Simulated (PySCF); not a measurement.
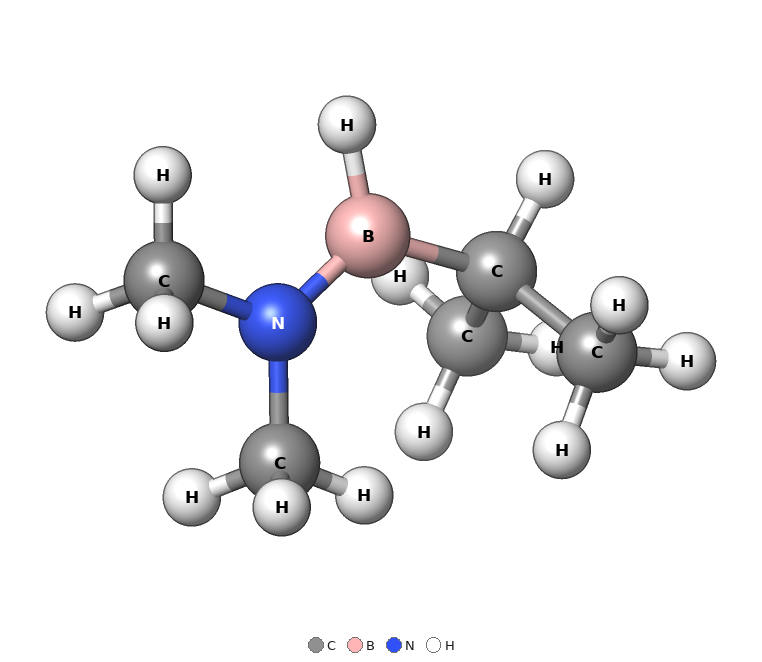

The computed structure is the end point of a GFN2-xTB optimisation. No frequency run is at hand to confirm it as a minimum.

Which formula does it have?

Answer. C₅H₁₄BN, 21 atoms: 5 carbon, 14 hydrogen, 1 boron and 1 nitrogen.

Name some functional groups or characteristic bonds that it holds.

Answer. Among them: B–H bond.

How many bonds of each kind are drawn?

Answer. 13 C–H, 2 C–C, 2 C–N, 1 C–B, 1 B–N, 1 B–H.

Write the SMILES.

Answer. CC(C)BN(C)C

Describe its rings.

Answer. It has no ring.

The parts below concern this one geometry. Atoms keep their numbers from picture to picture.

## Shape

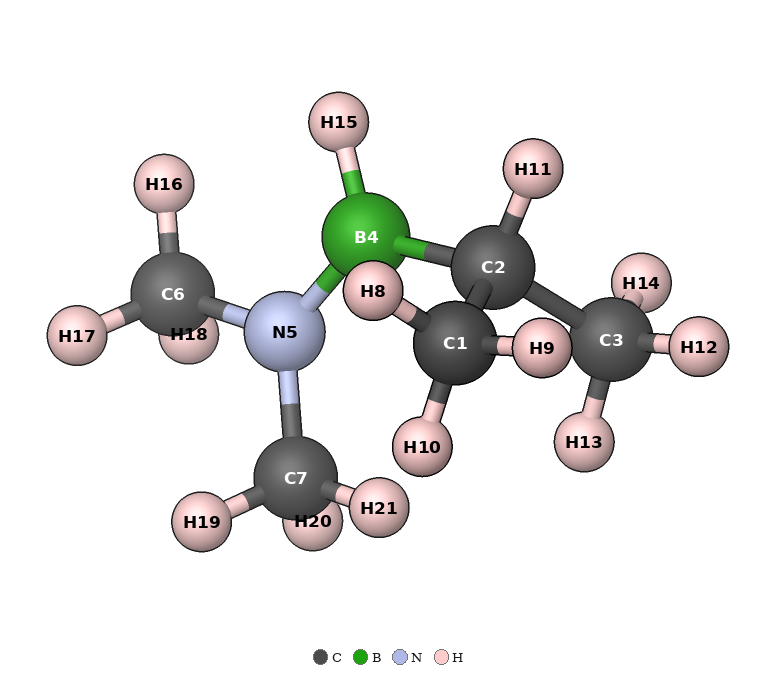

The atoms are numbered. No frequency run is at hand to confirm it as a minimum.

What are the angles C1–C2–C3, C1–C2–B4, C2–C1–H9, C2–C3–H12, C3–C2–H11, B4–C2–H11, B4–N5–C6, N5–B4–H15, N5–C6–H17, N5–C7–H19, N5–C7–H21, C6–N5–C7?

| angle | degrees |
| --- | --- |
| C1–C2–C3 | 110.3 |
| C1–C2–B4 | 114.1 |
| C2–C1–H9 | 110.5 |
| C2–C3–H12 | 110.4 |
| C3–C2–H11 | 105.7 |
| B4–C2–H11 | 106.8 |
| B4–N5–C6 | 122.5 |
| N5–B4–H15 | 116.0 |
| N5–C6–H17 | 110.5 |
| N5–C7–H19 | 110.3 |
| N5–C7–H21 | 110.8 |
| C6–N5–C7 | 110.2 |

## Dipole moment

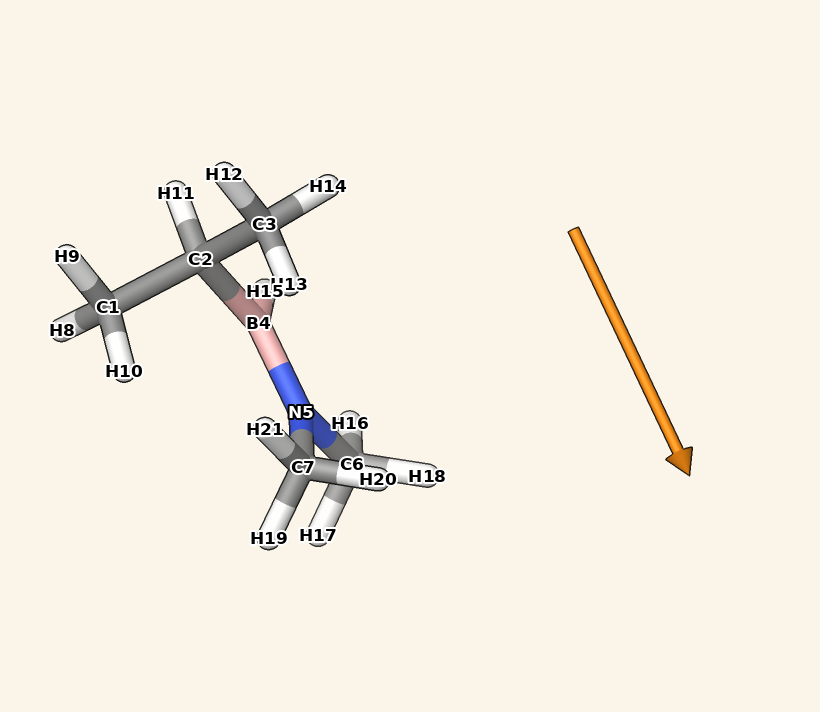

The arrow beside the molecule shows the direction of the dipole moment, from the negative to the positive end (its length means nothing). No frequency run is at hand to confirm it as a minimum. Level of theory: PBE0/def2-SVPD, gas phase (PySCF 2.14.0).

How large is the dipole moment?

Answer. 1.59 D; it points from the side of H11 to the side of H19, H20 (the outermost atoms at the two ends).

## NMR shielding

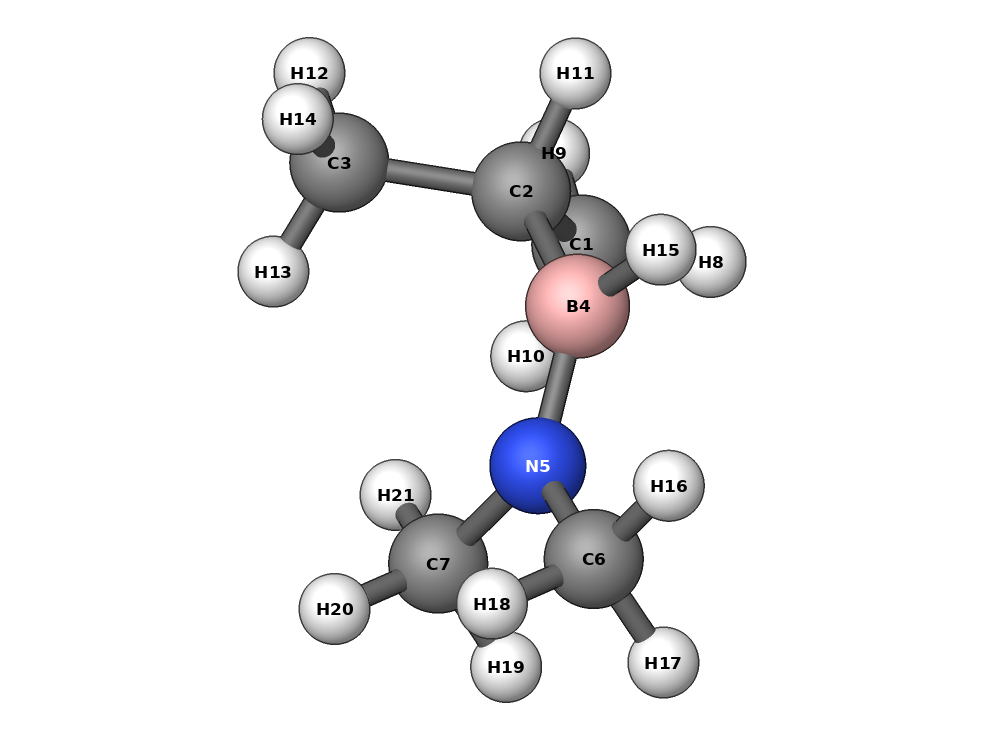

No frequency run is at hand to confirm it as a minimum. Level of theory: GIAO PBE0/pcSseg-1 NMR shielding, non-relativistic, gas phase (PySCF 2.14.0). Principal shieldings σ11 ≤ σ22 ≤ σ33, span Ω = σ33 − σ11, skew κ = 3(σiso − σ22)/Ω.

Give the shielding tensors of the N atoms.

```tsv
atom	σ11	σ22	σ33	σiso	Ω	κ
N5	13.7	175.1	217.0	135.3	203.3	−0.59
```

Shieldings and span in ppm.

## Quadrupole coupling

No frequency run is at hand to confirm it as a minimum. Electric field gradients from the ground-state density, PBE0/pcSseg-1 (PySCF 2.14.0), non-relativistic apart from any core potentials.

Give the largest field-gradient component, the quadrupole coupling constant and the asymmetry for 11B at B4 (Q = 40.59 mb), 14N at N5 (Q = 20.44 mb), 2H at H8 (Q = 2.86 mb), 2H at H9 (Q = 2.86 mb).

```json
{"atom": "B4", "V_zz (a.u.)": "0.405", "e²qQ/h (MHz)": "3.86", "η": "0.16"}
{"atom": "N5", "V_zz (a.u.)": "−0.665", "e²qQ/h (MHz)": "−3.19", "η": "0.82"}
{"atom": "H8", "V_zz (a.u.)": "0.316", "e²qQ/h (MHz)": "0.213", "η": "0.02"}
{"atom": "H9", "V_zz (a.u.)": "0.312", "e²qQ/h (MHz)": "0.210", "η": "0.01"}
```

## Excitation

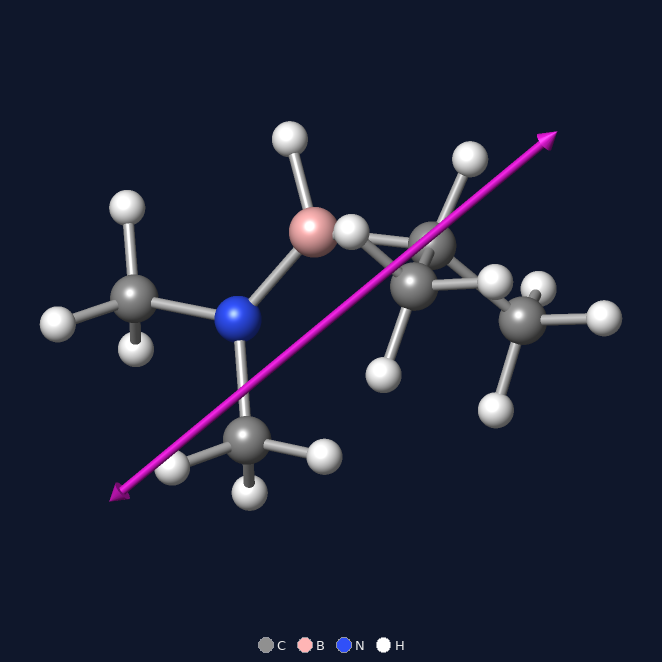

The double arrow shows the direction of the transition dipole to excited singlet state 3 (its length means nothing). No frequency run is at hand to confirm it as a minimum. Method: TDDFT PBE0/def2-SVPD, vertical, gas phase, core orbitals frozen in the response (PySCF 2.14.0).

Where does the transition lie, and how strong is it?

Answer. 6.84 eV (181 nm), oscillator strength 0.24, mainly HOMO → LUMO (weight 0.97); transition dipole 3.04 D.

The geometry is semi-empirical. Around B such bond lengths and angles can be off by a tenth of an ångström or more and by several degrees, and values that hang on the shape move with them.
